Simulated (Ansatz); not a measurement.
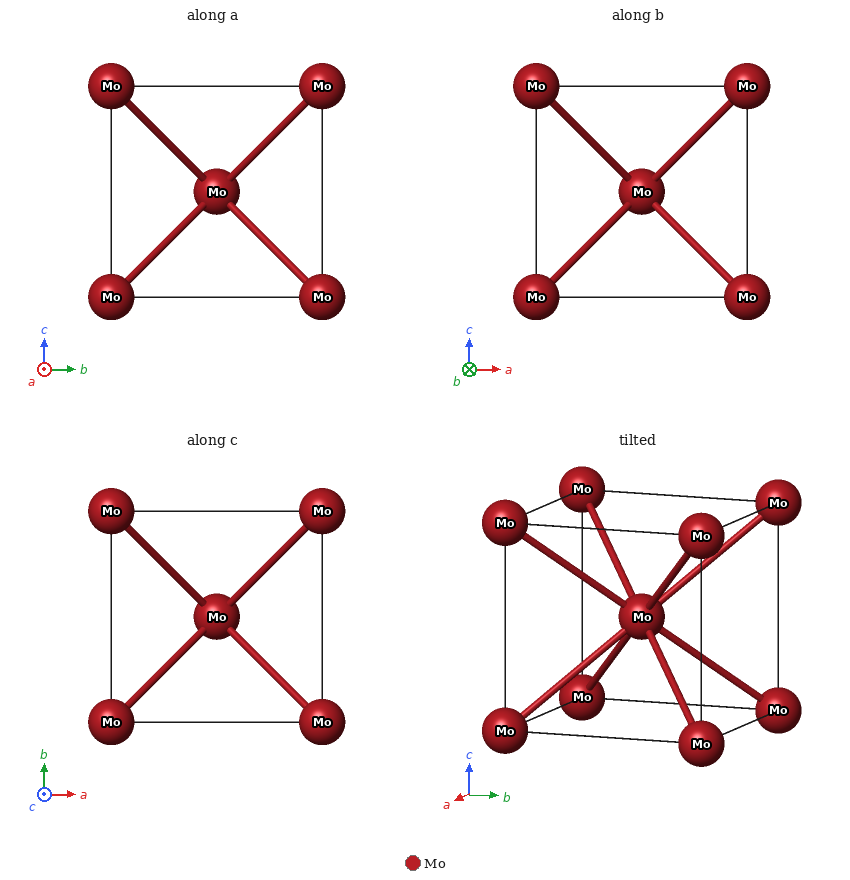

Ball-and-stick representation of a periodic structure, projected along the a axis, along the b axis, along the c axis and slightly off an axis. The edges of the conventional unit cell are marked.

Lattice parameters: a = 3.1500 Å, b = 3.1500 Å, c = 3.1500 Å, α = 90.000°, β = 90.000°, γ = 90.000°.

**From the views, write a CIF in P1 with every atom of the cell.**

```cif
data_structure
_symmetry_space_group_name_H-M 'P 1'
_symmetry_Int_Tables_number 1
_cell_length_a 3.1500
_cell_length_b 3.1500
_cell_length_c 3.1500
_cell_angle_alpha 90.000
_cell_angle_beta 90.000
_cell_angle_gamma 90.000
_cell_volume 31.26
loop_
_atom_site_label
_atom_site_type_symbol
_atom_site_fract_x
_atom_site_fract_y
_atom_site_fract_z
_atom_site_occupancy
Mo1 Mo 0.0000 0.0000 0.0000 1
Mo2 Mo 0.5000 0.5000 0.5000 1
```

The structure was taken from the standard structure of this element. Earlier steps of the study, as a rule a relaxation of our own, may have changed the cell and positions, so they can lie some per cent off the listed ones. Ansatz was used for an electronic-structure calculation on it.
